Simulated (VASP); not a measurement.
Band structure of Ge (space group Fd-3m). Level of theory: r2SCAN+rVV10, VASP's PBE PAW potentials (set 64) (plane waves; VASP).

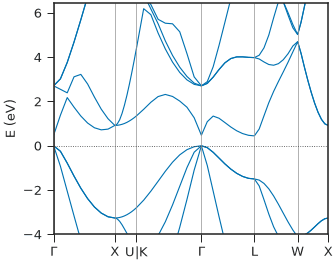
Figure: Bands along high-symmetry lines, zero at the valence-band maximum or, without a gap, the Fermi level

Question: Read the plot: is there a gap, and where are the band edges?

Answer: The gap is indirect, 0.45 eV, from the valence maximum at Γ to the conduction minimum at L.

The structure comes from a measured Ge entry (Fd-3m) of the Crystallography Open Database, whose conditions weren't checked. It was relaxed first.
